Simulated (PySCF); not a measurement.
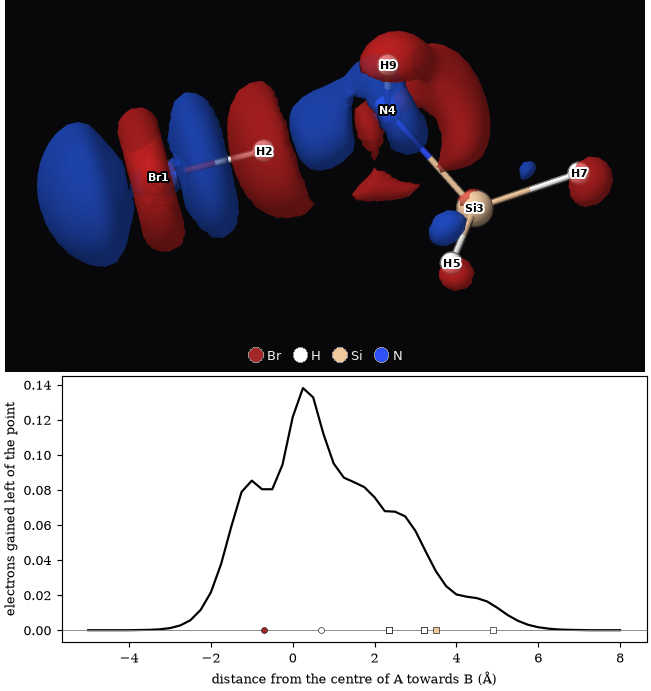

BrH$_{6}$NSi, SMILES `Br.[SiH3]N`. Density of the complex less the densities of the two fragments at the same geometry, ±0.008 e/Å³ (blue: gain, red: loss). Fragment A: HBr (atoms 1–2); fragment B: SiH5N. Below: the charge-displacement curve along the line of centres (A on the left).

PySCF calculation, PBE0/6-311G**, gas phase; geometry: GFN2-xTB. GFN2-xTB bond lengths at metals and heavier atoms can be off by up to 0.1 Å and shapes distorted, which carries into these values.

Input script:

```python
import numpy as np
from pyscf import gto, scf, dft
from pyscf.scf import atom_ks, atom_hf
from scipy.linalg import block_diag
from pyscf.dispersion import dftd3

def solve(mol, dm0=None, hcore=None):
    mf = (dft.UKS if mol.spin else dft.RKS)(mol, xc='pbe0')
    mf.grids.level = 3
    mf = mf.density_fit(auxbasis='def2-universal-jkfit')
    mf.conv_tol, mf.max_cycle = 1e-8, 80
    if hcore is not None:
        mf.get_hcore = lambda *args: hcore
    mf.kernel(dm0)
    if not mf.converged:
        mf = mf.newton().run(mf.mo_coeff, mf.mo_occ, max_cycle=30)
    assert mf.converged, 'SCF not converged'
    return mf

mol = gto.M(atom='''
Br     1.63082     0.07759    -0.00010
H      0.24033    -0.31906     0.00012
Si    -2.59240     0.35654    -0.00100
N     -1.38461    -0.91465    -0.00150
H     -2.30284     1.09889     1.22837
H     -2.30991     1.09320    -1.21984
H     -3.96492    -0.15502     0.00420
H     -1.38006    -1.51324    -0.80906
H     -1.37534    -1.50945     0.82434
''', basis='6-311g**', charge=0, spin=0, verbose=4)
mol_a = gto.M(atom='''
Br     1.63082     0.07759    -0.00010
H      0.24033    -0.31906     0.00012
ghost-Si    -2.59240     0.35654    -0.00100
ghost-N     -1.38461    -0.91465    -0.00150
ghost-H     -2.30284     1.09889     1.22837
ghost-H     -2.30991     1.09320    -1.21984
ghost-H     -3.96492    -0.15502     0.00420
ghost-H     -1.38006    -1.51324    -0.80906
ghost-H     -1.37534    -1.50945     0.82434
''', basis='6-311g**', charge=0, spin=0, verbose=4)
mol_b = gto.M(atom='''
ghost-Br     1.63082     0.07759    -0.00010
ghost-H      0.24033    -0.31906     0.00012
Si    -2.59240     0.35654    -0.00100
N     -1.38461    -0.91465    -0.00150
H     -2.30284     1.09889     1.22837
H     -2.30991     1.09320    -1.21984
H     -3.96492    -0.15502     0.00420
H     -1.38006    -1.51324    -0.80906
H     -1.37534    -1.50945     0.82434
''', basis='6-311g**', charge=0, spin=0, verbose=4)
ab, a, b = solve(mol), solve(mol_a), solve(mol_b)
e_int = ab.e_tot - a.e_tot - b.e_tot
print('counterpoise-corrected interaction energy / kcal/mol', e_int * 627.5095)
def disp(atoms, charge):
    m = gto.M(atom=atoms, charge=charge, basis='sto-3g', spin=None, unit='Bohr', verbose=0)
    return dftd3.DFTD3Dispersion(m, xc='pbe0', version='d3bj').get_dispersion()['energy']
e_disp = disp(mol._atom, mol.charge) - disp(mol._atom[:2], mol_a.charge) - disp(mol._atom[2:], mol_b.charge)
print('D3(BJ) part / kcal/mol', e_disp * 627.5095)
# spherically averaged free atoms, for the promolecule
atm = atom_ks.get_atm_nrks(mol, xc='pbe0')
pro = block_diag(*[(atm[a[0]][2] * atm[a[0]][3]) @ atm[a[0]][2].T for a in mol._atom])
np.savez('result.npz', e_int=e_int, e_disp=e_disp, dm_a=a.make_rdm1(), dm_b=b.make_rdm1(), c=ab.mo_coeff, occ=ab.mo_occ, eps=ab.mo_energy, pro=pro, d=[f.dip_moment(verbose=0) for f in (ab, a, b)])
```

Command:

```sh
OMP_NUM_THREADS=1 python input.py
```

The run took 16 s on 1 thread of Intel(R) Xeon(R) 6975P-C (Granite Rapids), on a shared host, peak memory 0.57 GiB.

Partitions, critical points and surface values were worked out afterwards from this run's density.

> How is the density rearranged on binding?

Hirshfeld charges show 0.091 e passing from B to A. By Hirshfeld charges, electrons gather most on Br1 (−0.123 e) and leave H2 most (+0.032 e); 0.22 e is displaced in all, which induces a dipole of 2.37 D.

> What is the interaction energy, and which contacts carry it?

The counterpoise-corrected interaction energy of the frozen fragments is −8.0 kcal/mol without dispersion correction and −9.4 kcal/mol with D3(BJ). The pair geometry is semi-empirical, not a minimum at this level. Contacts: H2···N4, hydrogen bond, 1.73 Å, ρ = 0.053 a.u. The pose is a local one from a semi-empirical search, not shown to be the most stable.
